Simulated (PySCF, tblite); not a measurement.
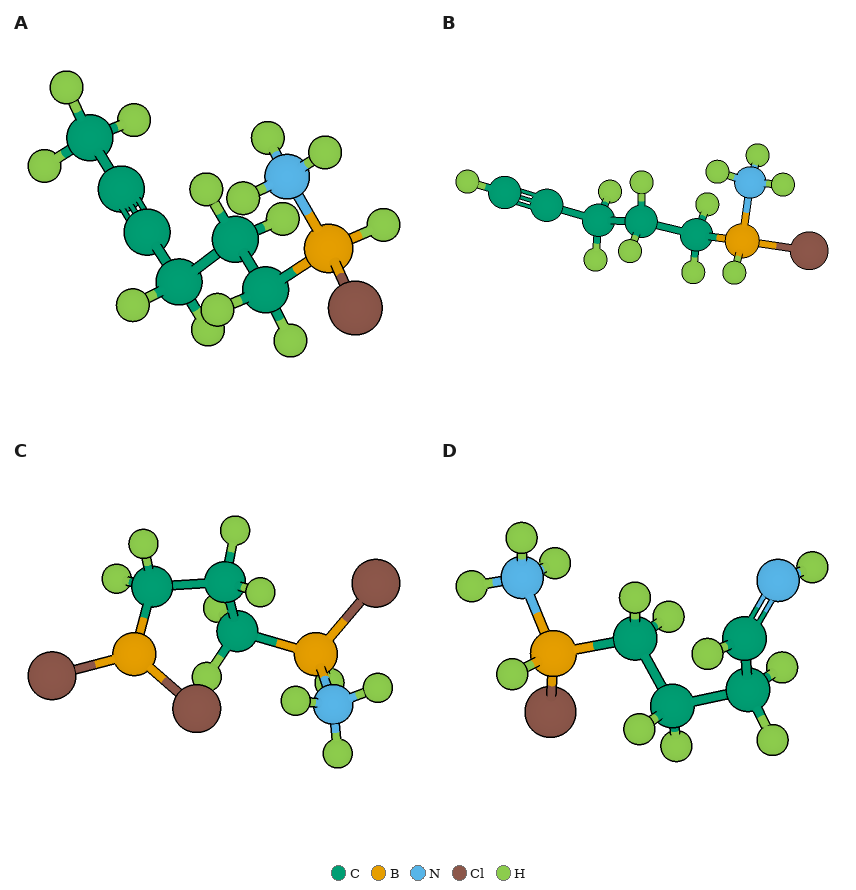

Figure made from data computed with PySCF and tblite.

```xyz
19
charge 0, multiplicity 1
N    -1.8843    0.7669   -1.0682
B    -1.8694   -0.6495   -0.2390
Cl   -2.7121   -0.1722    1.3416
C    -0.3125   -1.0440   -0.0200
C     0.4234   -0.1445    0.9828
C     1.9344   -0.0899    0.7126
B     2.3636    0.6890   -0.5948
Cl    3.9565    0.5791   -1.2366
Cl    1.2725    1.7426   -1.4203
H    -2.5349    1.3822   -0.5820
H    -2.1829    0.6394   -2.0299
H    -0.9487    1.1844   -1.0608
H    -2.5264   -1.4386   -0.8292
H     0.1930   -0.9859   -0.9891
H    -0.2083   -2.0801    0.3046
H     0.0229    0.8704    0.9533
H     0.2472   -0.5212    1.9899
H     2.3305   -1.1091    0.6978
H     2.4255    0.3903    1.5675
```

Which panel shows the molecule in this file?

C. The file holds C3H10B2Cl3N, `[NH3+][B@H-](Cl)CCCB(Cl)Cl`.
